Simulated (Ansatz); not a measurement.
# Run report: Ga$_{2}$N (charge −1), single-point calculation

- system: Ga$_{2}$N, charge −1
- method: RKS PBE-D4/def2-SVPD (Ansatz 0.2.0)

The geometry comes from this level: PBE0-D4/def2-TZVPPD.

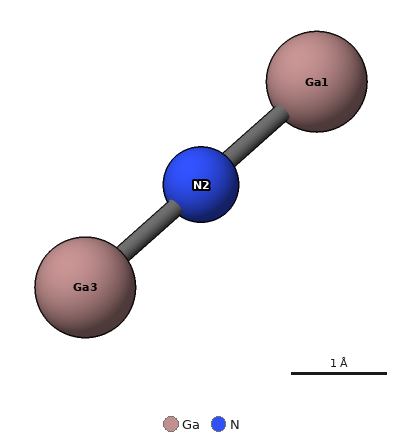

Fig. 1: The structure (ball-and-stick view, seen at an oblique angle; atoms are numbered from 1 in the order of the input). Sticks mark near contacts.

### Summary

- outcome: converged
- total energy: −106215.7078 eV
- mean-field energy: −106215.5914 eV
- SCF solution under orbital rotations: stable
- hardware: 4 threads of Arm Neoverse N1, 98 GiB of memory available, shared host
- wall time: 0.92 s (CPU time 3.1 s)
- peak memory: 0.14 GiB

### Input file
```yaml
crystal:
  periodic: [false, false, false]
  atoms:
    - { symbol: Ga, position_ang: [0.0, 0.0, -1.78435143] }
    - { symbol: "N", position_ang: [0.0, 0.0, -3.7e-07] }
    - { symbol: Ga, position_ang: [0.0, 0.0, 1.78435182] }
total_charge: -1
basis:
  gaussian: { orbitals: def2-SVPD }
hamiltonian:
  xc: pbe
  dispersion: d4
```

Launched with:
```bash
ansatz run input.yaml --threads 4 --pin off --max-ram 10240MiB --backend cpu --events-out ev --progress --plain --runs-dir out
```

### Output
```
Engine: ansatz 0.2.0, aarch64-unknown-linux-gnu
Functional definition: PBE
  parameter kappa = 0.804
  parameter beta = 0.06672455060314922
  exchange = pbe_x(kappa = kappa, mu = beta*pi^2/3)
  correlation = pbe_c(beta = beta)
1005 factors; their error is unknown
mean field evaluation 1: about -106213.7478 eV, gradient 4.2e1 eV
mean field evaluation 2: about -106208.0568 eV, gradient 7.4e1 eV
mean field evaluation 4: about -106215.5951 eV, gradient 2.9e0 eV
mean field evaluation 8: about -106215.5914 eV, gradient 7.0e-3 eV
mean field -106215.59140369 eV, -3903.3509885721 hartree, gradient 2.9e-5 eV, S^2 0.000000; 0 other end points of the search recorded, 0 dependent functions left out
reference -106215.59143675 eV, -3903.3509897869 hartree; 35, 35 occupied and 61, 61 virtual orbitals, 1005 factors
Total energy: -106215.70776177 eV, -3903.3552646525 hartree
```
